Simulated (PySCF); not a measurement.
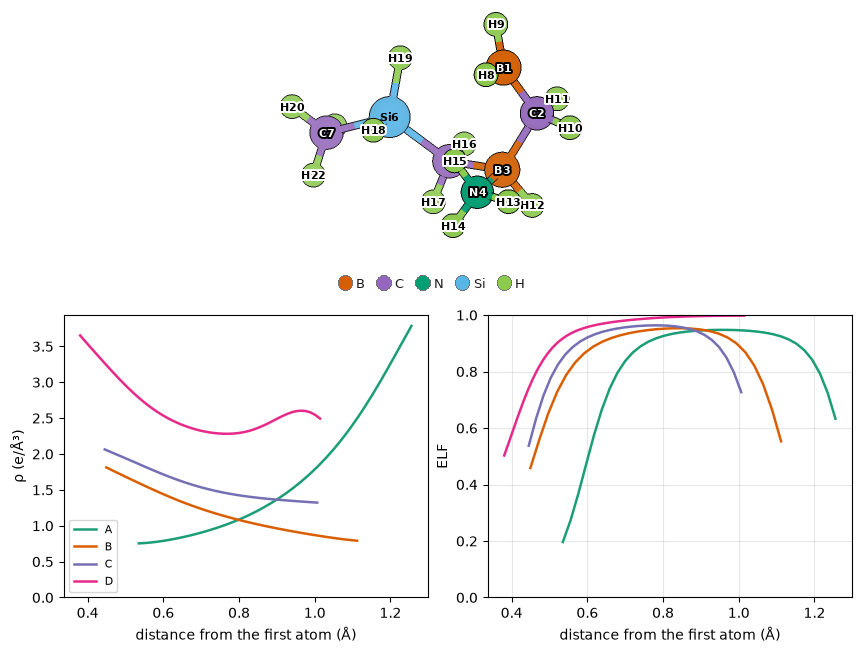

The picture shows: C3H15B2NSi. Electron density and ELF along straight lines between neighbouring atoms. The curves leave out the atomic cores. The structure is drawn too.

Geometry: GFN2-xTB.

Theory: PBE0/pcSseg-1, SCF density, gas phase, non-relativistic (PySCF 2.14.0).

Input

```
{"job": {"kind": "nmr", "xc": "PBE0", "basis": "pcSseg-1"}, "charge": 0, "multiplicity": 1}
B     -1.726701    -1.583638     0.576996
C     -2.050223    -0.711496    -0.660863
B     -1.117690     0.640887    -0.846714
N     -1.327286     1.502778     0.540321
C      0.486386     0.387210    -0.978471
Si     1.429097    -0.409514     0.455986
C      3.292638    -0.081841     0.259571
H     -1.920311    -1.169930     1.666129
H     -1.327274    -2.681311     0.487103
H     -3.072930    -0.329475    -0.584244
H     -2.005755    -1.274981    -1.592149
H     -1.533257     1.344063    -1.720428
H     -2.300945     1.767111     0.643108
H     -0.733156     2.324623     0.531160
H     -1.055679     0.884566     1.298773
H      0.660036    -0.235659    -1.858469
H      0.972982     1.339976    -1.218895
H      1.052505     0.204417     1.762904
H      1.224445    -1.854319     0.584075
H      3.863476    -0.563553     1.047299
H      3.660010    -0.460329    -0.689610
H      3.519219     0.979801     0.295569
```

Run with:

```sh
OMP_NUM_THREADS=1 python probes_run.py task.json out
```

### Which curve belongs to which contact (B–N, C–B, C–Si and N–H)? The first atom named is at distance zero.

Curve A: B–N (1.65 Å): ρ at the midpoint is about 1.1 e/Å³; the ELF peaks at about 0.95 between the atoms; a polar covalent bond. Curve B: C–Si (1.89 Å): ρ at the midpoint is about 0.92 e/Å³; the ELF peaks at about 0.95 between the atoms (localised, covalent bonding). Curve C: C–B (1.55 Å): the density is about 1.4 e/Å³ at the midpoint; the ELF peaks at about 0.95 between the atoms; localised, covalent bonding. Curve D: N–H (1.01 Å): ρ is about 2.9 e/Å³ halfway; the ELF climbs to about 1 towards the hydrogen, as it does in any bond to H: a covalent bond by its length.
